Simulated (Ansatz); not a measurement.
**SbAs (model cell, started as layered BN type): a soft mode frozen in**

Aim: this structure of SbAs (model cell, started as layered BN type) is to be tested for unstable modes, and one is followed downhill.

Calculated with Ansatz 0.2.0; DFT LDA, scalar-relativistic, plane waves, PAW.

The structure was built from a prototype and need not be the compound's stable phase.

### 1. Set-up

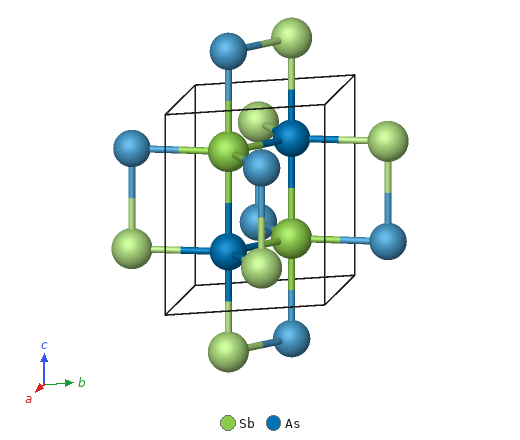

Start, viewed slightly off an axis; antimony green, arsenic blue. Some periodic images of atoms are drawn too.

Structure file:

```cif
data_structure
_symmetry_space_group_name_H-M 'P6_3/mmc'
_symmetry_Int_Tables_number 194
_cell_length_a 4.8143
_cell_length_b 4.8143
_cell_length_c 5.7733
_cell_angle_alpha 90.000
_cell_angle_beta 90.000
_cell_angle_gamma 120.000
_cell_volume 115.88
loop_
_atom_site_label
_atom_site_type_symbol
_atom_site_symmetry_multiplicity
_atom_site_Wyckoff_symbol
_atom_site_fract_x
_atom_site_fract_y
_atom_site_fract_z
_atom_site_occupancy
Sb1 Sb 2 c 0.33333 0.66667 0.25000 1
As1 As 2 d 0.66667 0.33333 0.25000 1
```

### 2. Phonons on a q mesh

The cell comes from relaxations at this level that are not shown. Stability and thermal properties need the whole zone. Linear response on a 3×3×2 q mesh gives force constants as far as a supercell of that size would.

Input file input.yaml:

```yaml
crystal:
  lattice:
    - [4.8143036723, 0.0, 0.0]
    - [-2.4071518361, 4.1693092817, 0.0]
    - [0.0, 0.0, 5.7732547121]
  atoms:
    - { symbol: Sb, position: [0.3333333333, 0.6666666667, 0.25] }
    - { symbol: Sb, position: [0.6666666667, 0.3333333333, 0.75] }
    - { symbol: As, position: [0.6666666667, 0.3333333333, 0.25] }
    - { symbol: As, position: [0.3333333333, 0.6666666667, 0.75] }
kpoints:
  mp_grid: { grid: [12, 12, 6] }
hamiltonian:
  xc: lda
scf:
  occupations: { method: methfessel_paxton, width: 0.2 }
output:
  eigenvalues: true
phonons:
  method: dfpt
  qmesh: [3, 3, 2]
  temperatures: { t_max: 1000, t_step: 50 }
  qpath:
    path:
      - [[0.0, 0.0, 0.0], [0.5, 0.0, 0.0], [0.33333333, 0.33333333, 0.0], [0.0, 0.0, 0.0], [0.0, 0.0, 0.5], [0.5, 0.0, 0.5], [0.33333333, 0.33333333, 0.5], [0.0, 0.0, 0.5]]
      - [[0.5, 0.0, 0.5], [0.5, 0.0, 0.0]]
      - [[0.33333333, 0.33333333, 0.5], [0.33333333, 0.33333333, 0.0]]
    npoints: 10
```

On the command line:

```bash
$ ansatz run input.yaml --threads 4 --pin off --max-ram 7168MiB --backend cpu --events-out ev --progress --plain --runs-dir out
```

Numbers of over 12 decimals in the logs are rounded to 6 here.

Log:

```text
Warning: phonons: the dynamical matrix that this run interpolates holds no multipole term above the dipole-dipole one, and a site of this crystal is no centre of inversion, so its interpolated transverse optical and acoustic branches and sound speeds can stay off near Gamma, and the density of states and the thermodynamics with them. What a run solves at a wave vector of phonons.qpoints, Gamma apart, where the deck admits one, is free of this, and under fd what a larger phonons.supercell samples
Engine: ansatz 0.2.0, x86_64-unknown-linux-gnu
Pseudopotentials: kind: paw
Pseudopotential: Sb, paw, valence charge 15, recommended cutoff 420 eV (normal), Sb.paw.azcp
Pseudopotential: As, paw, valence charge 15, recommended cutoff 420 eV (normal), As.paw.azcp
Functional definition: SPW92
  exchange = slater_x
  correlation = pw_c
Crystal: 4 atoms, lattice volume = 115.883 Å³
Basis set: ecut = 420 eV, 2239 PW (Γ), exchange–correlation on 72×72×80 points (8 copies of the dense FFT grid, shifted against one another)
Bands: 36, of which v1, the nominal top of the filled ones, is band 30 counted from 1 (29 counted from 0)
Symmetry: 24 space group operations
k-points: 76 of 864
Non-local potential: Sb, projectors of the file, l = 0: 2, l = 1: 2, l = 2: 2, l = 3: 2
Non-local potential: As, projectors of the file, l = 0: 2, l = 1: 2, l = 2: 3, l = 3: 1
PAW form: soft (Blöchl's): semilocal exchange-correlation on the pseudo side does not see the compensation charge
PAW frozen core: Sb, regenerated for the run's functional, and the local potential with it (the file was generated under x = pbe(κ = 0.804, μ = 0.219515), c = pbe(β = 0.066725))
PAW frozen core: As, regenerated for the run's functional, and the local potential with it (the file was generated under x = pbe(κ = 0.804, μ = 0.219515), c = pbe(β = 0.066725))
PAW one-centre angular grid: Sb, 590 points (default); XC on 64 Gauss nodes
PAW one-centre angular grid: As, 590 points (default); XC on 64 Gauss nodes
Initial density: superposition of atomic densities (neutral atoms: chi_scale 0, normalization atom), corrected by the library's trained network
Initial wavefunctions: pseudopotential atomic-orbital guess
Functional: x = slater, c = lda
SCF iter   1: F=—  HF=-22218.091935 eV  |F-HF|=—  |Δ(HF+E_count)|=         —  Δρ=5.59e-3  dr2=1.91e-2  ethr=1.77e-3  ⟨swp⟩=6.2  Hψ=10655  notcnv=0
preconditioner: auto → LDOS  [metal: Δε(μ)=0.008 eV  Ē_g=8.419 eV  σ=0.200 eV  W_gap=0.03  n_scr=22 (ndim 8)  ℏωp=15.4 eV  f_vac=0.111  D(μ)=1.99/eV (n_scr^D=8)  β→1.0]
SCF iter   2: F=—  HF=-22218.082346 eV  |F-HF|=—  |Δ(HF+E_count)|=   9.59e-3  S|Δr|=    0.00e0  Δρ=8.61e-4  dr2=7.93e-4  ethr=3.18e-5  ⟨swp⟩=2.7  Hψ=5885  notcnv=0
SCF iter   3: F=—  HF=-22218.081965 eV  |F-HF|=—  |Δ(HF+E_count)|=   3.81e-4  S|Δr|=    0.00e0  Δρ=4.63e-4  dr2=1.49e-4  ethr=1.32e-6  ⟨swp⟩=2.0  Hψ=4994  notcnv=0
SCF iter   4: F=—  HF=-22218.081830 eV  |F-HF|=—  |Δ(HF+E_count)|=   1.35e-4  S|Δr|=    0.00e0  Δρ=1.80e-4  dr2=2.69e-5  ethr=2.48e-7  ⟨swp⟩=2.0  Hψ=4974  notcnv=0
SCF iter   5: F=—  HF=-22218.081813 eV  |F-HF|=—  |Δ(HF+E_count)|=   1.62e-5  S|Δr|=    0.00e0  Δρ=2.81e-5  dr2=1.56e-6  ethr=4.49e-8  ⟨swp⟩=2.0  Hψ=4221  notcnv=0
SCF iter   6: F=—  HF=-22218.081812 eV  |F-HF|=—  |Δ(HF+E_count)|=   1.26e-6  S|Δr|=    0.00e0  Δρ=6.53e-6  dr2=1.10e-7  ethr=2.61e-9  ⟨swp⟩=2.0  Hψ=4983  notcnv=0
SCF iter   7: F=—  HF=-22218.081812 eV  |F-HF|=—  |Δ(HF+E_count)|=   4.40e-8  S|Δr|=    0.00e0  Δρ=7.81e-7  dr2=1.05e-9  ethr=1.84e-10  ⟨swp⟩=2.0  Hψ=4983  notcnv=0
SCF iter   8: F=—  HF=-22218.081812 eV  |F-HF|=—  |Δ(HF+E_count)|=  7.09e-10  S|Δr|=    0.00e0  Δρ=2.36e-7  dr2=6.01e-11  ethr=1.75e-12  ⟨swp⟩=2.0  Hψ=5035  notcnv=0
SCF iter   9: F=-22218.081812 eV  HF=-22218.081812 eV  |F-HF|=0.00e0  |Δ(HF+E_count)|=  7.28e-12  S|Δr|=    0.00e0  Δρ=2.27e-8  dr2=5.26e-13  ethr=1.00e-12  ⟨swp⟩=8.2  Hψ=13150  notcnv=0
SCF 1 converged in 9 iterations: F = -22218.081812 eV  dr2 = 5.26e-13
  greatest PAW one-centre occupation: 0.999 electrons in one spin orbital (limit 2), on the As atom at site 3 (counted from 0), in its partial waves of l = 2
Initial density: read from a saved state, or passed on in memory by an earlier SCF of this step, an earlier step, the calling program or the single point that the run made first
iter 1 solved again at ethr=4.03e-7 eV; its pass at ethr=3.10e-3 eV (dr2=2.42e-4 eV) is discarded
SCF iter   1: F=—  HF=-22218.081811 eV  |F-HF|=—  |Δ(HF+E_count)|=         —  Δρ=1.51e-6  dr2=2.76e-9  ethr=4.03e-7  ⟨swp⟩=2.8  Hψ=16797  notcnv=0
eigensolver tolerance schedule: the retry pair's looser diagonalisation over-reported the residual by 87809.21 of it (diagonalisation noise at an unbounded share of the residual, at the tolerance the schedule requests for it); recorded, not acted on — ethr = c·dr2/N_el stays at c = 1.0e-1
preconditioner: auto → LDOS  [metal: Δε(μ)=0.014 eV  Ē_g=8.410 eV  σ=0.200 eV  W_gap=0.06  n_scr=22 (ndim 8)  ℏωp=15.4 eV  f_vac=0.117  D(μ)=1.96/eV (n_scr^D=8)  β→1.0]
SCF iter   2: F=—  HF=-22218.081812 eV  |F-HF|=—  |Δ(HF+E_count)|=   7.88e-7  S|Δr|=    0.00e0  Δρ=1.60e-6  dr2=3.69e-9  ethr=4.59e-12  ⟨swp⟩=3.9  Hψ=7375  notcnv=0
SCF iter   3: F=—  HF=-22218.081812 eV  |F-HF|=—  |Δ(HF+E_count)|=  9.90e-10  S|Δr|=    0.00e0  Δρ=7.94e-7  dr2=7.21e-10  ethr=4.59e-12  ⟨swp⟩=2.1  Hψ=3499  notcnv=0
SCF iter   4: F=—  HF=-22218.081812 eV  |F-HF|=—  |Δ(HF+E_count)|=  9.82e-11  S|Δr|=    0.00e0  Δρ=5.74e-7  dr2=4.03e-10  ethr=1.20e-12  ⟨swp⟩=1.0  Hψ=2736  notcnv=0
SCF iter   5: F=—  HF=-22218.081812 eV  |F-HF|=—  |Δ(HF+E_count)|=  7.28e-11  S|Δr|=    0.00e0  Δρ=3.64e-7  dr2=1.59e-10  ethr=1.00e-12  ⟨swp⟩=1.0  Hψ=2736  notcnv=0
SCF iter   6: F=—  HF=-22218.081812 eV  |F-HF|=—  |Δ(HF+E_count)|=  4.73e-11  S|Δr|=    0.00e0  Δρ=2.00e-7  dr2=4.85e-11  ethr=1.00e-12  ⟨swp⟩=1.0  Hψ=2736  notcnv=0
SCF iter   7: F=—  HF=-22218.081812 eV  |F-HF|=—  |Δ(HF+E_count)|=  7.28e-12  S|Δr|=    0.00e0  Δρ=1.05e-7  dr2=1.32e-11  ethr=1.00e-12  ⟨swp⟩=1.0  Hψ=2736  notcnv=0
SCF iter   8: F=-22218.081812 eV  HF=-22218.081812 eV  |F-HF|=7.28e-12  |Δ(HF+E_count)|=    0.00e0  S|Δr|=    0.00e0  Δρ=2.70e-8  dr2=8.06e-13  ethr=1.00e-12  ⟨swp⟩=2.8  Hψ=5441  notcnv=0
SCF 2 converged in 8 iterations: F = -22218.081812 eV  dr2 = 8.06e-13
phonons: the bands overlap, so this run is a metal and interpolates without the dipole-dipole term. If the crystal is really an insulator or semiconductor, its LO-TO splitting is missing
NSCF: frozen V_eff on 76 k-points
NSCF: frozen V_eff on 172 k-points
DFPT response loops at q = (0, 0, 0) (fractional): preconditioner auto → Kerker (q_TF=auto, 2.445 Å⁻¹) (partly filled bands, converged f_vac=0.117); β = 1.00, the filter's whole step (`scf.mixing.beta` (0.50) is not read by the response loops under this deck's `scf.mixing.preconditioner`; to damp them name `kerker` or `kerker_dos`, under which they read `scf.mixing.beta`, and type it under 1.00, their step now; both keys bind the ground state too); Broyden in place of MSR1
NSCF: frozen V_eff on 344 k-points
DFPT response loops at q = (0, 0, -0.5) (fractional): mixed as the last ones told, above
NSCF: frozen V_eff on 624 k-points
DFPT response loops at q = (0, 0.333333, 0) (fractional): mixed as the last ones told, above
NSCF: frozen V_eff on 624 k-points
DFPT response loops at q = (0, 0.333333, -0.5) (fractional): mixed as the last ones told, above
NSCF: frozen V_eff on 624 k-points
DFPT response loops at q = (0.333333, 0.333333, 0) (fractional): mixed as the last ones told, above
NSCF: frozen V_eff on 624 k-points
DFPT response loops at q = (0.333333, 0.333333, -0.5) (fractional): mixed as the last ones told, above
SCF converged after 9 iterations
Stability not checked: this state was not tested for a lower state beside it, because cold or Methfessel-Paxton smearing, or corrected tetrahedra, fill the levels in a way that the test cannot read (fill_not_monotonic; see scf.lower_state_search)
Free energy (F): -22218.081812 eV
Harris-Foulkes:  -22218.081812 eV  (|F-HF|=0.00e0)
Internal energy: -22218.085187 eV  (E = F + TS)
E sigma→0 (E₀):  -22218.082656 eV
Entropy (-TS):   0.003375 eV (0.844 meV/atom)
Fermi energy:    8.552493 eV
--- Per-component energies (eV) ---
  E_band       = -915.529795
  E_kinetic    = 623.754090
  E_local      = -7500.412818  (includes V_loc(G=0)·N_el)
  E_nonlocal   = -599.266878
  E_hartree    = 3723.326869
  E_xc         = -434.179225
  E_vxc        = -354.269083  (∫ρ·V_xc dr)
  E_paw        = -12357.753230  (= ΣΔE_a)
  E_vpaw       = -531.988812  (= ΣTr[D̂ρ^β])
  E_aug_tail   = 0.000014  (compensation charges beyond the density's cutoff)
  E_ewald      = -5678.822115
  E_core_change = 5.268107  (= ΣΔE_core)
  E_smearing   = 0.003375  (= −TS)
  E_closure    = 0.000000  (closes the sum)
  Σ components = -22218.081812   (vs F -22218.081812, Δ=0.00e0)
--- Band table (eV; the first three rows and the last of 76) ---
  k-point 0: bands = [... 26 lower, 4.2957, 6.4196, 6.4482, 6.4482, 8.3762, 8.3762, 10.8988, 10.8988, ... 2 higher]
  k-point 1: bands = [... 26 lower, 4.4013, 6.2402, 6.2402, 7.1663, 8.4742, 8.4742, 10.5961, 10.5961, ... 2 higher]
  k-point 2: bands = [... 26 lower, 4.7081, 5.7428, 5.7428, 8.5228, 8.7837, 8.7837, 9.0136, 9.9515, ... 2 higher]
  k-point 75: bands = [... 26 lower, 7.5592, 7.5592, 8.2612, 8.2612, 9.0965, 9.0965, 9.2543, 9.2543, ... 2 higher]
--- Phonons (Γ-DFPT): 4 representative perturbations + reference (Σ response iterations 12) ---
  ASR residual: 4.965e-5 → 0.000e0 eV/Å²; symmetrization residual: 3.205e-5 eV/Å²
  ASR residual per site (eV/Å²): 4.97e-5 4.97e-5 4.94e-5 4.94e-5
  Γ frequencies (cm⁻¹): -126.73 0.00 0.00 0.00 22.67 22.67 71.96 89.16 89.16 140.23 140.23 158.02
--- Phonons (arbitrary-q DFPT): 6 irreducible q on the 3×3×2 mesh ---
  q = [0.0000, 0.0000, 0.0000] (star 1, of the zone-centre solve; hermiticity 1.56e-5, symmetrization 2.43e-10): -126.73 -0.00 0.00 0.00 22.67 22.67 71.96 89.16 89.16 140.23 140.23 158.02
  q = [0.0000, 0.0000, -0.5000] (star 1, 4 solved perturbations in 496 linear systems a pass and spin channel, the states on 172 of 864 k-point pairs; hermiticity 8.80e-6, symmetrization 4.18e-8): 35.41 35.41 35.41 35.41 110.12 110.12 116.40 116.40 116.40 116.40 131.01 131.01
  q = [0.0000, 0.3333, 0.0000] (star 6, 6 solved perturbations on 312 of 864 k-point pairs; hermiticity 9.52e-6, symmetrization 3.03e-10): -52.23 -31.58 -21.20 38.08 67.08 78.65 88.65 105.15 120.89 121.03 134.04 140.38
  q = [0.0000, 0.3333, -0.5000] (star 6, 6 solved perturbations on 312 of 864 k-point pairs; hermiticity 9.19e-6, symmetrization 9.22e-9): 33.81 33.81 86.35 86.35 117.54 117.54 131.07 131.07 134.78 134.78 150.69 150.69
  q = [0.3333, 0.3333, 0.0000] (star 2, 4 solved perturbations in 872 linear systems a pass and spin channel, the states on 312 of 864 k-point pairs; hermiticity 2.19e-5, symmetrization 7.52e-6): -87.98 -19.32 25.24 56.25 56.25 58.97 87.15 87.15 119.69 119.69 140.86 140.86
  q = [0.3333, 0.3333, -0.5000] (star 2, 4 solved perturbations in 872 linear systems a pass and spin channel, the states on 312 of 864 k-point pairs; hermiticity 1.00e-5, symmetrization 3.85e-6): 14.22 14.22 65.87 65.87 106.21 106.21 133.60 133.60 141.66 141.66 155.96 155.96
  sum rule: each row above includes the acoustic sum rule's correction from the zone centre's row sums; it moved no ω² by more than (0.42 cm⁻¹)²
  mesh force constants: q→R imaginary residual 1.57e-16; ASR residual 4.965e-5 → 0.000e0 eV/Å²; symmetrization residual 3.553e-15 eV/Å²
  interpolated dispersion: 93 rows × 12 modes
  density of states and harmonic sums: on the 15×15×12 q-mesh, interpolated from the force constants of a 3×3×2 supercell (no non-analytic term)
  largest difference from the sums on the solved wave vectors: F 1.01e-1 eV, S 1.36e-4 and C_V 3.53e-5 eV/K
  zero-point energy: 0.067328 eV/cell   skipped modes (ω ≤ 0): 197, of them read as no rigid motion or as one in doubt: 194 (1.040e0 modes/cell left out, lowest -126.73 cm⁻¹)   left out of the sums: 8.67e-2 of the cell's modes: C_V's classical limit lies that fraction below 3 k_B per atom; for a crystal, a wire or a layer, F and S can be off by more, and a phonons.interpolated_qmesh denser along its periods is the remedy for the sampling
```

Run time: 6 min. Hardware: 4 threads of Intel Xeon 6975P-C (Granite Rapids), shared host; peak memory 3.2 GiB.

This step gave:

- volume per atom: 28.97 Å³
- gap on the k-mesh: 0 eV
- sum-rule residual before enforcement: 4.97e-5 eV/Å²
- lowest frequency on the path: -126.7 cm⁻¹
- point group: 6/mmm
- highest frequency on the path or at a solved wavevector: 158.0 cm⁻¹
- highest optical mode at the zone centre (no LO-TO term): 158.0 cm⁻¹
- lowest optical zone-centre mode: -126.7 cm⁻¹
- lowest mode on the q mesh (acoustic modes at Γ apart): -126.7 cm⁻¹

Frequencies (cm⁻¹) solved at each irreducible wavevector; negative means imaginary. Frequencies by wavevector, by row:

```csv
q in reciprocal lattice units,star,mode 1,mode 2,mode 3,mode 4,mode 10,mode 11,mode 12
0 0 0,1,-126.7,0,0,0,140.2,140.2,158
0 0 -0.5,1,35.4,35.4,35.4,35.4,116.4,131,131
0 0.3333 0,6,-52.2,-31.6,-21.2,38.1,121,134,140.4
0 0.3333 -0.5,6,33.8,33.8,86.3,86.3,134.8,150.7,150.7
0.3333 0.3333 0,2,-88,-19.3,25.2,56.2,119.7,140.9,140.9
0.3333 0.3333 -0.5,2,14.2,14.2,65.9,65.9,141.7,156,156
```

Interpolated from a 3×3×2 q mesh. Phonon branches along the path, in cm⁻¹:

```csv
point,branch 1,branch 2,branch 3,branch 4,branch 9,branch 10,branch 11,branch 12
Γ,-127,0,0,0,89,140,140,158
M,-29,45,48,63,108,109,125,140
K,-88,-19,25,56,120,120,141,141
Γ,-127,0,0,0,89,140,140,158
A,35,35,35,35,116,116,131,131
L,47,47,99,99,135,135,154,154
H,14,14,66,66,142,142,156,156
A,35,35,35,35,116,116,131,131
jump to L,47,47,99,99,135,135,154,154
M,-29,45,48,63,108,109,125,140
jump to H,14,14,66,66,142,142,156,156
K,-88,-19,25,56,120,120,141,141
```

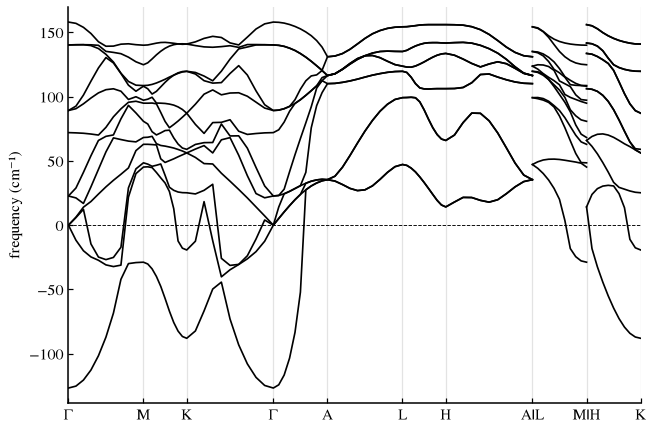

Phonon branches along the path.

Symmetry leaves 6 wavevectors to solve. The lowest mode among them, the acoustic zeros apart, lies at Γ and is imaginary, 126.7i cm⁻¹, so the energy falls along it.

### 3. The mode frozen in, largest atomic shift 0 Å

The mode followed lies at q = (0.333, 0.333, 0) with frequency 88.0i cm⁻¹, one of the unstable modes though not the softest. At small amplitude the distorted cell has space group no. 176 by a symmetry search on the positions. The undistorted cell that holds it gives the zero of energy on the same k mesh.

System of this step: SbAs (model cell, started as layered BN type). The structure is hexagonal, space group P6_3/mmc (No. 194). Conventional cell: a = 4.814 Å, b = 4.814 Å, c = 5.773 Å, α = 90.00°, β = 90.00°, γ = 120.00°. Sb has 5 As at 2.78 to 2.89 Å nearest. Nearest to As lie 5 Sb at 2.78 to 2.89 Å. Farther neighbours are not listed.

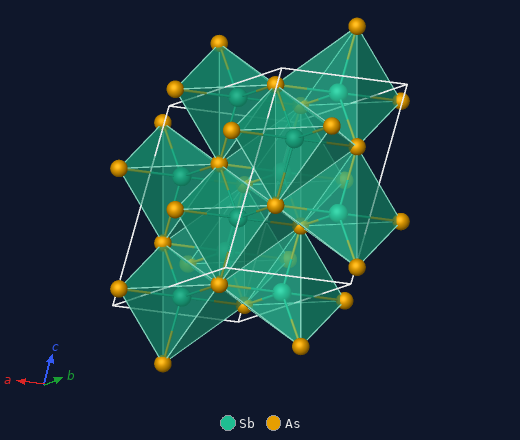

The cell of this step (antimony teal, arsenic orange). Some periodic images of atoms are drawn too.

Input file input.yaml:

```yaml
crystal:
  lattice:
    - [0.0, 0.0, 5.7732547121]
    - [7.2214555084, 4.1693092817, 0.0]
    - [0.0, 8.3386185634, 0.0]
  atoms:
    - { symbol: Sb, position: [0.25, 0.0, 0.3333333333] }
    - { symbol: Sb, position: [0.25, 0.3333333333, 0.6666666667] }
    - { symbol: Sb, position: [0.25, 0.6666666667, 0.0] }
    - { symbol: Sb, position: [0.75, 0.3333333333, 1.0] }
    - { symbol: Sb, position: [0.75, 0.6666666667, 0.3333333333] }
    - { symbol: Sb, position: [0.75, 0.0, 0.6666666667] }
    - { symbol: As, position: [0.25, 0.3333333333, 1.0] }
    - { symbol: As, position: [0.25, 0.6666666667, 0.3333333333] }
    - { symbol: As, position: [0.25, 0.0, 0.6666666667] }
    - { symbol: As, position: [0.75, 0.0, 0.3333333333] }
    - { symbol: As, position: [0.75, 0.3333333333, 0.6666666667] }
    - { symbol: As, position: [0.75, 0.6666666667, 0.0] }
kpoints:
  mp_grid: { grid: [6, 6, 6] }
hamiltonian:
  xc: lda
scf:
  occupations: { method: methfessel_paxton, width: 0.2 }
output:
  forces: true
  stress: true
  eigenvalues: true
```

Log:

```text
[...]
Crystal: 12 atoms, lattice volume = 347.648 Å³
Basis set: ecut = 420 eV, 6727 PW (Γ)
Bands: 108, of which v1, the nominal top of the filled ones, is band 90 counted from 1 (89 counted from 0)
Symmetry: 72 space group operations
[...]
k-points: 28 of 216
[...]
k-point 0: bands = [... 86 lower, 7.9831, 7.9831, 7.9831, 7.9831, 8.3760, 8.3760, 10.4906, 10.4906, ... 14 higher]
  k-point 1: bands = [... 86 lower, 6.9298, 7.1529, 8.3162, 8.5020, 8.6126, 8.8516, 9.5384, 9.6720, ... 14 higher]
  k-point 2: bands = [... 86 lower, 6.3990, 7.4045, 8.2608, 8.4531, 8.4844, 8.9109, 9.3102, 9.8633, ... 14 higher]
  k-point 27: bands = [... 86 lower, 7.1720, 7.1720, 7.1720, 7.1720, 9.3043, 9.3043, 9.3043, 9.3043, ... 14 higher]
[key lines of the parts left out:]
SCF converged after 7 iterations
Free energy (F): -66654.250073 eV
Fermi energy:    8.539530 eV
P = ⅓ Tr σ = -0.0053 GPa (-0.053 kbar)
```

Wall time 6.7 s (4 threads); peak memory 1.5 GiB; 26 s of CPU time.

This step gave:

```yaml
pressure: -0.005257 GPa
energy_from_the_undistorted_cell: 0 meV/atom
```

The run ends at a pressure of -0.01 GPa.

### 4. The mode frozen in, largest atomic shift 0.14 Å

The atoms are moved along the unstable eigenvector, the largest shift by 0.14 Å, with the cell fixed.

Input file input.yaml:

```yaml
crystal:
  lattice:
    - [0.0, 0.0, 5.7732547121]
    - [7.2214555084, 4.1693092817, 0.0]
    - [0.0, 8.3386185634, 0.0]
  atoms:
    - { symbol: Sb, position: [0.25, 0.000926315, 0.3314807585] }
    - { symbol: Sb, position: [0.25, 0.3314807585, 0.6675929481] }
    - { symbol: Sb, position: [0.25, 0.6675929601, 0.0009263271] }
    - { symbol: Sb, position: [0.75, 0.3351859082, 0.9990737858] }
    - { symbol: Sb, position: [0.75, 0.6657403853, 0.3351859082] }
    - { symbol: Sb, position: [0.75, -0.0009263271, 0.6657403732] }
    - { symbol: As, position: [0.25, 0.3139466599, 1.0096929101] }
    - { symbol: As, position: [0.25, 0.67636028, 0.3139466599] }
    - { symbol: As, position: [0.25, 0.0096934118, 0.6763597268] }
    - { symbol: As, position: [0.75, -0.009693965, 0.3527200068] }
    - { symbol: As, position: [0.75, 0.3527200068, 0.6569730533] }
    - { symbol: As, position: [0.75, 0.6569736065, -0.0096934118] }
kpoints:
  mp_grid: { grid: [6, 6, 6] }
hamiltonian:
  xc: lda
scf:
  occupations: { method: methfessel_paxton, width: 0.2 }
output:
  forces: true
  stress: true
  eigenvalues: true
```

Log:

```text
[...]
k-point 0: bands = [... 86 lower, 7.8706, 7.8706, 7.9307, 7.9307, 8.4549, 8.4549, 10.4225, 10.4225, ... 14 higher]
  k-point 1: bands = [... 86 lower, 6.9311, 7.1452, 8.1567, 8.3016, 8.7069, 8.9424, 9.6029, 9.7818, ... 14 higher]
  k-point 2: bands = [... 86 lower, 6.4099, 7.4060, 8.0035, 8.3889, 8.7168, 8.8010, 9.4975, 9.9165, ... 14 higher]
  k-point 31: bands = [... 86 lower, 7.2100, 7.2100, 7.2907, 7.2907, 9.2997, 9.2997, 9.3042, 9.3042, ... 14 higher]
[key lines of the parts left out:]
SCF converged after 7 iterations
Free energy (F): -66654.325493 eV
Fermi energy:    8.527852 eV
P = ⅓ Tr σ = 0.4472 GPa (4.472 kbar)
```

Elapsed: 8 s, on 4 threads; peak memory 1.6 GiB; 31 s of CPU time.

This step gave:

| Item | Value |
| --- | --- |
| pressure | 0.4472 GPa |
| energy from the undistorted cell | -6.617 meV/atom |

The energy, extrapolated to zero smearing, is -6.62 meV/atom against the undistorted cell.

The run ends at a pressure of 0.45 GPa, with forces up to 0.14 eV/Å.

(Continued in part 2 of 2.)

[Logs are printed without paths, hosts, clocks, repeated set-up lines and the standing remarks that a program may print on its own settings, such as how far it seeks lower states.]

[Hosts, paths, dates, database ids (printed as entryN), source tags and the programs' standing remarks are cut or masked in the printed files.]
